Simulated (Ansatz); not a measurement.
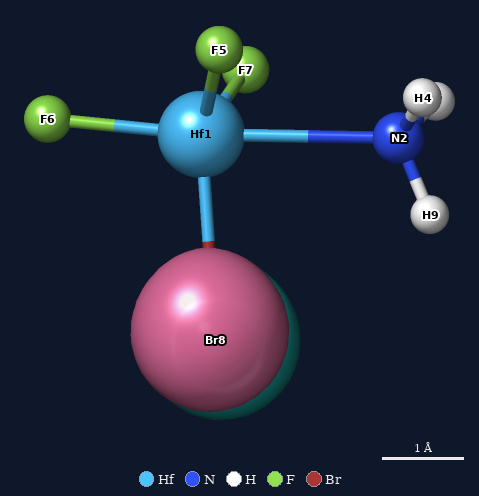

*BrF$_{3}$H$_{3}$HfN. The HOMO−1 at ±0.2 Å⁻³ᐟ² (teal and pink are the two phases), seen across its widest extent.*

Core potentials replace the inner electrons of Hf.

The calculation used Ansatz 0.2.0, RKS B3LYP-D4/def2-SVP.

| atom | x (Å) | y (Å) | z (Å) |
| --- | --- | --- | --- |
| Hf | -0.5722 | 0.1942 | 0.0191 |
| N | -0.2470 | -0.2888 | 2.4008 |
| H | -0.1628 | -1.2959 | 2.5619 |
| H | 0.6131 | 0.1424 | 2.7493 |
| F | 1.1108 | 1.0713 | 0.3405 |
| F | -0.6938 | 0.4966 | -1.8704 |
| F | -0.5736 | -1.7305 | 0.0012 |
| Br | -2.6984 | 1.3780 | 0.8019 |
| H | -1.0108 | 0.0460 | 2.9930 |

**Describe this orbital and give its energy.**

It lies mainly on Br8 (about 90 %); largely a lone pair of Br8. Its energy is −8.26 eV.
